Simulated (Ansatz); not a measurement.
**Molecular dynamics, with input and output: AlH₃ClF (part 3 of 3)**

The same run, continued: AlH₃ClF; RKS r2SCAN/def2-SVP (Ansatz 0.2.0). It belongs to a series of runs on one base structure; here: dynamics from the highest image of the converged band.

Geometry of the input (Å):
```
Al 0.0103  -0.1634  0.0006
F  0.0144  0.0419  1.7858
H  1.4155  0.1524  -0.6371
H  -1.4175  0.0736  -0.6207
Cl 0.0805  -2.4251  0.8893
H  0.0557  -1.2802  1.7823
```

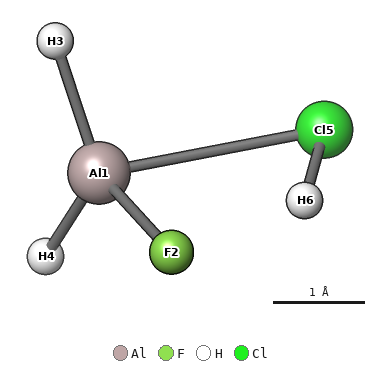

The geometry at step 110 of the log (ball-and-stick view, seen at a tilt; atoms are numbered from 1 in the order of the input).

## Trajectory as extended XYZ, continued
```
6
Properties=species:S:1:pos:R:3:forces:R:3 step=19 time_fs=9.5 energy=-21876.27295 temperature=66.1
Al    0.0084   -0.1603    0.0191    0.2260   0.0757  -0.4424
F     0.0219    0.0477    1.7697   -0.1493   0.2457   0.1957
H     1.3908    0.1943   -0.6543    0.0353  -0.0164   0.0797
H    -1.3730   -0.0443   -0.7122   -0.1925   0.0691   0.0833
Cl    0.0786   -2.4267    0.8871    0.0009  -0.3114  -0.0283
H     0.0135   -1.3403    1.7744    0.0797  -0.0626   0.1122
6
Properties=species:S:1:pos:R:3:forces:R:3 step=26 time_fs=13.0 energy=-21876.25938 temperature=40.1
Al    0.0073   -0.1584    0.0221    0.6649   0.0703  -0.1668
F     0.0232    0.0522    1.7654   -0.1680   0.2438   0.2258
H     1.3893    0.2077   -0.6469    0.0408  -0.0228   0.0643
H    -1.3422   -0.0814   -0.7070   -0.6333   0.1100  -0.1496
Cl    0.0779   -2.4288    0.8861    0.0142  -0.3423   0.0646
H     0.0124   -1.3766    1.7992    0.0814  -0.0590  -0.0383
6
Properties=species:S:1:pos:R:3:forces:R:3 step=32 time_fs=16.0 energy=-21876.27192 temperature=64.1
Al    0.0084   -0.1566    0.0239    0.2832   0.1246  -0.2127
F     0.0235    0.0574    1.7629   -0.1667   0.2352   0.1870
H     1.3918    0.2170   -0.6346    0.0423  -0.0283   0.0215
H    -1.3679   -0.1035   -0.7130   -0.2588   0.0957   0.0135
Cl    0.0773   -2.4316    0.8854    0.0354  -0.4028   0.0925
H     0.0189   -1.4131    1.8180    0.0645  -0.0244  -0.1018
6
Properties=species:S:1:pos:R:3:forces:R:3 step=39 time_fs=19.5 energy=-21876.26851 temperature=57.7
Al    0.0107   -0.1539    0.0251   -0.3426   0.2061  -0.2965
F     0.0230    0.0647    1.7610   -0.1495   0.2182   0.0793
H     1.3991    0.2246   -0.6183    0.0209  -0.0427  -0.0341
H    -1.4209   -0.1188   -0.7164    0.3735   0.0792   0.2724
Cl    0.0768   -2.4361    0.8848    0.0667  -0.5495   0.0064
H     0.0332   -1.4572    1.8302    0.0311   0.0887  -0.0275
6
Properties=species:S:1:pos:R:3:forces:R:3 step=45 time_fs=22.5 energy=-21876.26702 temperature=54.8
Al    0.0117   -0.1509    0.0252   -0.4222   0.2514  -0.1558
F     0.0217    0.0721    1.7597   -0.1238   0.1830  -0.0073
H     1.4073    0.2272   -0.6071   -0.0177  -0.0594  -0.0647
H    -1.4374   -0.1245   -0.6967    0.4705   0.0790   0.2519
Cl    0.0765   -2.4414    0.8843    0.0875  -0.6243  -0.0603
H     0.0486   -1.4874    1.8377    0.0056   0.1702   0.0363
6
Properties=species:S:1:pos:R:3:forces:R:3 step=52 time_fs=26.0 energy=-21876.28198 temperature=83.6
Al    0.0113   -0.1464    0.0248    0.0681   0.2480   0.2148
F     0.0196    0.0817    1.7583   -0.0803   0.1150  -0.0444
H     1.4147    0.2238   -0.6011   -0.0534  -0.0706  -0.0807
H    -1.4116   -0.1223   -0.6496   -0.0190   0.0881  -0.0551
Cl    0.0765   -2.4494    0.8836    0.1016  -0.4974   0.0380
H     0.0671   -1.5054    1.8485   -0.0170   0.1168  -0.0726
6
Properties=species:S:1:pos:R:3:forces:R:3 step=58 time_fs=29.0 energy=-21876.27552 temperature=71.3
Al    0.0112   -0.1417    0.0251    0.5081   0.2155   0.4794
F     0.0174    0.0905    1.7568   -0.0350   0.0547  -0.0418
H     1.4165    0.2144   -0.6034   -0.0474  -0.0665  -0.0892
H    -1.3891   -0.1123   -0.6129   -0.4988   0.0939  -0.3164
Cl    0.0767   -2.4576    0.8830    0.1101  -0.3237   0.1545
H     0.0815   -1.5097    1.8516   -0.0370   0.0261  -0.1864
6
Properties=species:S:1:pos:R:3:forces:R:3 step=65 time_fs=32.5 energy=-21876.29239 temperature=103.8
Al    0.0128   -0.1353    0.0273    0.1772   0.2007   0.3440
F     0.0146    0.1011    1.7548    0.0157   0.0083  -0.0478
H     1.4139    0.1963   -0.6157   -0.0101  -0.0527  -0.0903
H    -1.4107   -0.0906   -0.6014   -0.2395   0.0746  -0.2170
Cl    0.0773   -2.4682    0.8829    0.1109  -0.2491   0.1176
H     0.0941   -1.5114    1.8366   -0.0541   0.0183  -0.1065
6
Properties=species:S:1:pos:R:3:forces:R:3 step=71 time_fs=35.5 energy=-21876.29910 temperature=116.8
Al    0.0148   -0.1291    0.0303   -0.4283   0.2156   0.0058
F     0.0122    0.1103    1.7529    0.0516  -0.0154  -0.0511
H     1.4104    0.1758   -0.6346    0.0046  -0.0428  -0.0645
H    -1.4514   -0.0652   -0.6116    0.3298   0.0345   0.0409
Cl    0.0780   -2.4780    0.8830    0.1007  -0.2548   0.0011
H     0.1001   -1.5109    1.8140   -0.0584   0.0628   0.0678
6
Properties=species:S:1:pos:R:3:forces:R:3 step=77 time_fs=38.5 energy=-21876.29517 temperature=109.3
Al    0.0156   -0.1223    0.0334   -0.6348   0.2122  -0.2486
F     0.0101    0.1194    1.7508    0.0812  -0.0421  -0.0197
H     1.4070    0.1516   -0.6587   -0.0141  -0.0354  -0.0065
H    -1.4664   -0.0367   -0.6193    0.5404   0.0016   0.1583
Cl    0.0791   -2.4884    0.8832    0.0856  -0.1549  -0.0065
H     0.1010   -1.5056    1.7962   -0.0583   0.0187   0.1230
6
Properties=species:S:1:pos:R:3:forces:R:3 step=84 time_fs=42.0 energy=-21876.30854 temperature=135.0
Al    0.0141   -0.1134    0.0361   -0.2239   0.1516  -0.2814
F     0.0082    0.1297    1.7483    0.1058  -0.0816   0.0431
H     1.4014    0.1196   -0.6872   -0.0307  -0.0220   0.0693
H    -1.4310   -0.0030   -0.6134    0.1396   0.0032   0.0228
Cl    0.0806   -2.5009    0.8835    0.0614   0.0878   0.1211
H     0.0958   -1.4991    1.7873   -0.0523  -0.1390   0.0252
6
Properties=species:S:1:pos:R:3:forces:R:3 step=90 time_fs=45.0 energy=-21876.30053 temperature=119.6
Al    0.0120   -0.1053    0.0374    0.3313   0.0801  -0.1162
F     0.0070    0.1382    1.7462    0.1128  -0.1070   0.0600
H     1.3941    0.0901   -0.7056    0.0037  -0.0045   0.1010
H    -1.3870    0.0263   -0.6062   -0.4427   0.0340  -0.2054
Cl    0.0820   -2.5114    0.8840    0.0312   0.1899   0.1579
H     0.0865   -1.5052    1.7829   -0.0364  -0.1925   0.0028
6
Properties=species:S:1:pos:R:3:forces:R:3 step=97 time_fs=48.5 energy=-21876.30059 temperature=119.7
Al    0.0108   -0.0955    0.0385    0.2878   0.0694  -0.0936
F     0.0063    0.1475    1.7442    0.1025  -0.1149   0.0129
H     1.3867    0.0554   -0.7165    0.0752   0.0165   0.0905
H    -1.3802    0.0639   -0.6184   -0.4459   0.0185  -0.1777
Cl    0.0838   -2.5232    0.8850   -0.0060   0.0936   0.0340
H     0.0719   -1.5314    1.7799   -0.0136  -0.0832   0.1339
6
Properties=species:S:1:pos:R:3:forces:R:3 step=103 time_fs=51.5 energy=-21876.30743 temperature=132.8
Al    0.0107   -0.0868    0.0390   -0.2585   0.1162  -0.2816
F     0.0061    0.1548    1.7425    0.0833  -0.1134  -0.0405
H     1.3867    0.0270   -0.7174    0.0950   0.0328   0.0732
H    -1.4130    0.0976   -0.6443    0.1119  -0.0582   0.0976
Cl    0.0852   -2.5330    0.8860   -0.0328   0.0216  -0.0501
H     0.0579   -1.5625    1.7888    0.0011   0.0010   0.2014
6
Properties=species:S:1:pos:R:3:forces:R:3 step=110 time_fs=55.0 energy=-21876.29827 temperature=115.3
Al    0.0095   -0.0762    0.0385   -0.5238   0.1176  -0.3645
F     0.0065    0.1628    1.7403    0.0561  -0.1135  -0.0805
H     1.3962   -0.0025   -0.7103    0.0351   0.0504   0.0727
H    -1.4387    0.1303   -0.6636    0.4773  -0.1154   0.2701
Cl    0.0869   -2.5444    0.8871   -0.0666   0.1453   0.0666
H     0.0418   -1.6003    1.8186    0.0217  -0.0844   0.0356
6
Properties=species:S:1:pos:R:3:forces:R:3 step=116 time_fs=58.0 energy=-21876.30714 temperature=132.3
Al    0.0068   -0.0668    0.0369   -0.2038   0.0549  -0.1590
F     0.0070    0.1691    1.7381    0.0328  -0.1073  -0.1167
H     1.4079   -0.0231   -0.6974   -0.0343   0.0629   0.0687
H    -1.4209    0.1483   -0.6574    0.2592  -0.0907   0.1499
Cl    0.0881   -2.5537    0.8881   -0.0929   0.2118   0.1549
H     0.0300   -1.6398    1.8485    0.0389  -0.1316  -0.0977
6
Properties=species:S:1:pos:R:3:forces:R:3 step=123 time_fs=61.5 energy=-21876.30324 temperature=124.8
Al    0.0031   -0.0556    0.0345    0.4815  -0.0552   0.3055
F     0.0079    0.1758    1.7347    0.0070  -0.0867  -0.1641
H     1.4180   -0.0403   -0.6755   -0.0522   0.0725   0.0218
H    -1.3781    0.1604   -0.6370   -0.3743  -0.0012  -0.1841
Cl    0.0893   -2.5640    0.8898   -0.0999   0.0469   0.0033
H     0.0203   -1.6979    1.8752    0.0380   0.0237   0.0176
6
Properties=species:S:1:pos:R:3:forces:R:3 step=129 time_fs=64.5 energy=-21876.29376 temperature=106.6
Al    0.0013   -0.0461    0.0333    0.6059  -0.1016   0.4896
F     0.0087    0.1811    1.7311   -0.0155  -0.0619  -0.1622
H     1.4222   -0.0484   -0.6546   -0.0102   0.0785  -0.0477
H    -1.3704    0.1698   -0.6337   -0.5135   0.0201  -0.2734
Cl    0.0900   -2.5727    0.8912   -0.0981  -0.0576  -0.1112
H     0.0156   -1.7468    1.8988    0.0314   0.1226   0.1050
6
Properties=species:S:1:pos:R:3:forces:R:3 step=135 time_fs=67.5 energy=-21876.30063 temperature=119.7
Al    0.0014   -0.0369    0.0337    0.1033  -0.0744   0.2872
F     0.0094    0.1861    1.7267   -0.0377  -0.0323  -0.1008
H     1.4255   -0.0497   -0.6377    0.0243   0.0830  -0.1048
H    -1.4021    0.1802   -0.6515   -0.0209  -0.0507  -0.0460
Cl    0.0905   -2.5815    0.8925   -0.1089   0.0541   0.0274
H     0.0136   -1.7866    1.9294    0.0398   0.0203  -0.0629
6
Properties=species:S:1:pos:R:3:forces:R:3 step=142 time_fs=71.0 energy=-21876.28518 temperature=90.0
Al    0.0017   -0.0266    0.0351   -0.3435  -0.0515  -0.0374
F     0.0099    0.1918    1.7211   -0.0562   0.0032   0.0083
H     1.4313   -0.0422   -0.6291   -0.0124   0.0814  -0.1127
H    -1.4388    0.1865   -0.6759    0.4801  -0.1176   0.2006
Cl    0.0907   -2.5916    0.8940   -0.1089   0.1184   0.1065
H     0.0157   -1.8311    1.9579    0.0409  -0.0339  -0.1653
6
Properties=species:S:1:pos:R:3:forces:R:3 step=148 time_fs=74.0 energy=-21876.28638 temperature=92.2
Al    0.0010   -0.0179    0.0364   -0.1983  -0.0860  -0.1394
F     0.0102    0.1967    1.7163   -0.0611   0.0275   0.1090
H     1.4351   -0.0282   -0.6320   -0.0784   0.0716  -0.0771
H    -1.4308    0.1817   -0.6807    0.4017  -0.1016   0.1753
Cl    0.0906   -2.6000    0.8956   -0.0866  -0.0135  -0.0985
H     0.0211   -1.8709    1.9692    0.0228   0.1020   0.0307
6
Properties=species:S:1:pos:R:3:forces:R:3 step=155 time_fs=77.5 energy=-21876.29000 temperature=99.1
Al   -0.0004   -0.0081    0.0373    0.4056  -0.1837  -0.0119
F     0.0101    0.2025    1.7113   -0.0562   0.0450   0.2307
H     1.4313   -0.0042   -0.6435   -0.0910   0.0551  -0.0366
H    -1.3843    0.1659   -0.6703   -0.2024  -0.0206  -0.1024
Cl    0.0902   -2.6098    0.8971   -0.0721  -0.0245  -0.1421
H     0.0300   -1.9067    1.9850    0.0162   0.1287   0.0623
6
Properties=species:S:1:pos:R:3:forces:R:3 step=161 time_fs=80.5 energy=-21876.27797 temperature=76.0
Al   -0.0003   -0.0003    0.0381    0.6752  -0.2400   0.0619
F     0.0098    0.2077    1.7082   -0.0469   0.0518   0.3145
H     1.4201    0.0216   -0.6572   -0.0205   0.0414  -0.0272
H    -1.3592    0.1498   -0.6690   -0.5604   0.0192  -0.2583
Cl    0.0897   -2.6182    0.8980   -0.0690   0.1272   0.0677
H     0.0392   -1.9264    2.0028    0.0216   0.0005  -0.1586
6
Properties=species:S:1:pos:R:3:forces:R:3 step=168 time_fs=84.0 energy=-21876.28757 temperature=94.4
Al    0.0022    0.0078    0.0390    0.1452  -0.2072  -0.2140
F     0.0091    0.2141    1.7063   -0.0324   0.0487   0.3432
H     1.4053    0.0561   -0.6762    0.0685   0.0268  -0.0225
H    -1.3832    0.1322   -0.6914   -0.1455  -0.0217  -0.0132
Cl    0.0889   -2.6277    0.8993   -0.0467   0.1196   0.0052
H     0.0521   -1.9481    2.0085    0.0109   0.0338  -0.0987
6
Properties=species:S:1:pos:R:3:forces:R:3 step=174 time_fs=87.0 energy=-21876.27863 temperature=77.2
Al    0.0049    0.0140    0.0392   -0.3720  -0.1690  -0.4784
F     0.0084    0.2199    1.7064   -0.0161   0.0334   0.2991
H     1.3982    0.0882   -0.6943    0.0670   0.0125   0.0124
H    -1.4192    0.1155   -0.7130    0.3463  -0.0526   0.2577
Cl    0.0881   -2.6355    0.9004   -0.0248   0.0246  -0.2027
H     0.0642   -1.9632    2.0047   -0.0005   0.1511   0.1120
6
Properties=species:S:1:pos:R:3:forces:R:3 step=181 time_fs=90.5 energy=-21876.27518 temperature=70.6
Al    0.0068    0.0206    0.0374   -0.3895  -0.1604  -0.4567
F     0.0074    0.2267    1.7082    0.0081   0.0009   0.1844
H     1.3963    0.1270   -0.7136   -0.0047  -0.0079   0.0814
H    -1.4262    0.0906   -0.7117    0.3998  -0.0403   0.2826
Cl    0.0871   -2.6444    0.9011   -0.0096   0.1478  -0.0515
H     0.0784   -1.9664    2.0089   -0.0041   0.0600  -0.0403
6
Properties=species:S:1:pos:R:3:forces:R:3 step=187 time_fs=93.5 energy=-21876.28249 temperature=84.6
Al    0.0071    0.0256    0.0344    0.0471  -0.1589  -0.1094
F     0.0067    0.2326    1.7106    0.0311  -0.0363   0.0466
H     1.3947    0.1595   -0.7230   -0.0360  -0.0237   0.1130
H    -1.3978    0.0655   -0.6858   -0.0379  -0.0139   0.0404
Cl    0.0862   -2.6518    0.9016    0.0055   0.2610   0.0999
H     0.0902   -1.9629    2.0098   -0.0098  -0.0282  -0.1906
6
Properties=species:S:1:pos:R:3:forces:R:3 step=194 time_fs=97.0 energy=-21876.26937 temperature=59.4
Al    0.0077    0.0309    0.0306    0.4685  -0.1359   0.3677
F     0.0060    0.2392    1.7137    0.0546  -0.0807  -0.1232
H     1.3899    0.1950   -0.7223    0.0138  -0.0309   0.0799
H    -1.3725    0.0346   -0.6532   -0.5435  -0.0037  -0.2451
Cl    0.0851   -2.6596    0.9024    0.0211   0.1550  -0.0996
H     0.1028   -1.9597    1.9940   -0.0144   0.0962   0.0204
6
Properties=species:S:1:pos:R:3:forces:R:3 step=200 time_fs=100.0 energy=-21876.27382 temperature=67.9
Al    0.0096    0.0350    0.0285    0.1290  -0.1297   0.4280
F     0.0056    0.2446    1.7158    0.0671  -0.1115  -0.2281
H     1.3868    0.2226   -0.7142    0.0753  -0.0282   0.0213
H    -1.3945    0.0078   -0.6446   -0.2869   0.0031  -0.1542
Cl    0.0843   -2.6658    0.9028    0.0336   0.1282  -0.1663
H     0.1123   -1.9492    1.9803   -0.0180   0.1381   0.0993
```
